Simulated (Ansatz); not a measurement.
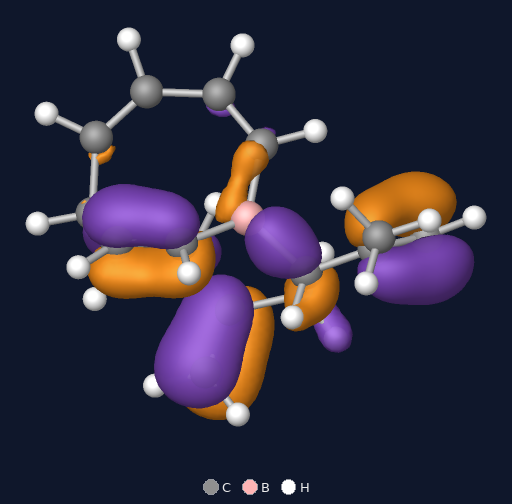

Figure 1: C₁₆H₂₁B. One frontier orbital at ±0.1 Å⁻³ᐟ² (orange and purple are the two phases), seen at a tilt.

Geometry: PBE-D3(BJ)/def2-SVP.

Computed with isolated molecule in a Gaussian basis; Kohn-Sham density functional theory, functional PBE0 in Ansatz 0.2.0.

| atom | x (Å) | y (Å) | z (Å) |
| --- | --- | --- | --- |
| C | 0.2630 | 0.9008 | -2.1437 |
| C | -0.2068 | 0.0717 | -1.1909 |
| C | 0.5273 | -1.1879 | -0.7396 |
| C | 2.0605 | -1.1522 | -0.6601 |
| C | 2.7393 | -0.6291 | 0.6406 |
| C | 2.7026 | -1.5797 | 1.8308 |
| C | 1.7478 | -1.9676 | 2.7290 |
| C | 0.3437 | -1.6649 | 2.9607 |
| C | -0.4800 | -0.6706 | 2.4989 |
| C | 1.1930 | 1.2503 | 1.4666 |
| C | 2.4031 | 0.7871 | 1.0699 |
| C | -1.4009 | 1.1993 | 0.7717 |
| C | -2.6680 | 1.3620 | 1.5780 |
| C | -3.8088 | 0.6703 | 1.3648 |
| C | -2.5581 | 2.3637 | 2.7022 |
| C | -1.5401 | 0.3318 | -0.5155 |
| B | -0.1850 | 0.5580 | 1.6077 |
| H | -0.3234 | 1.7736 | -2.4723 |
| H | 1.2407 | 0.7508 | -2.6279 |
| H | 0.1157 | -1.5338 | 0.2286 |
| H | 0.2375 | -1.9894 | -1.4569 |
| H | 2.4443 | -2.1831 | -0.8138 |
| H | 2.4627 | -0.5570 | -1.5068 |
| H | 3.8124 | -0.6020 | 0.3637 |
| H | 3.6831 | -2.0547 | 2.0160 |
| H | 2.1192 | -2.7275 | 3.4403 |
| H | -0.1247 | -2.4125 | 3.6294 |
| H | -1.5374 | -0.7842 | 2.8066 |
| H | 1.1529 | 2.3495 | 1.6160 |
| H | 3.2432 | 1.5025 | 0.9987 |
| H | -1.0758 | 2.2114 | 0.4381 |
| H | -3.9111 | -0.0643 | 0.5526 |
| H | -4.6903 | 0.8252 | 2.0070 |
| H | -2.2563 | 3.3621 | 2.3178 |
| H | -3.5085 | 2.4772 | 3.2584 |
| H | -1.7689 | 2.0603 | 3.4257 |
| H | -2.2418 | 0.8373 | -1.2118 |
| H | -2.0016 | -0.6416 | -0.2426 |

> Which orbital is it: HOMO or LUMO?

The HOMO, at −6.45 eV. Its weight (Hirshfeld) is mainly on C1 (about 15 %), C14 (about 15 %), C2 (about 10 %), C11 (about 10 %), C13 (about 10 %) and C10 (about 10 %).
